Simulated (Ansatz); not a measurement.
```xyz
9

Ta   -0.0601    0.0410    0.1846
F     1.7484    0.5221    0.3637
Cl   -0.2968    0.3958    2.4789
Cl    0.4525   -0.6024   -2.0201
Cl   -1.0666    1.9867   -0.4257
Cl   -1.8372   -1.4778    0.2111
O     1.0307   -1.8718    0.7596
H     0.6651   -2.7394    0.5798
H     1.9849   -1.8823    0.6580
```

Core potentials replace the inner electrons of Ta.

Theory: RKS BHLYP-D4/def2-SVP (Ansatz).

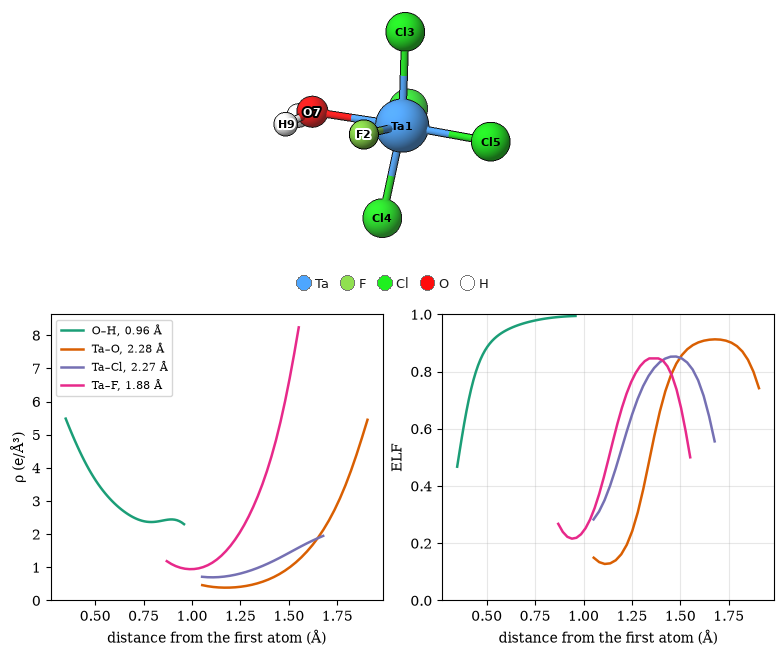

Cl₄FH₂OTa. Electron density and ELF along straight lines between neighbouring atoms. The curves leave out the atomic cores. The structure is drawn too.

Compare the contacts.

O–H (0.96 Å): the density is about 3.8 e/Å³ at the midpoint; the ELF climbs to about 1 towards the hydrogen, as it does in any bond to H; a covalent bond by its length.
Ta–O (2.28 Å): the density is about 0.39 e/Å³ at the midpoint; the ELF peaks at about 0.90 in the valence shell of O, 0.6 Å from its nucleus, and drops to about 0.15 between the two atoms.
Ta–Cl (2.27 Å): ρ at the midpoint is about 0.71 e/Å³; the ELF peaks at about 0.85 in the valence shell of Cl, 0.8 Å from its nucleus, and is about 0.40 at the midpoint.
Ta–F (1.88 Å): ρ is about 0.99 e/Å³ halfway; the ELF peaks at about 0.85 in the valence shell of F, 0.5 Å from its nucleus, and drops to about 0.20 between the two atoms.
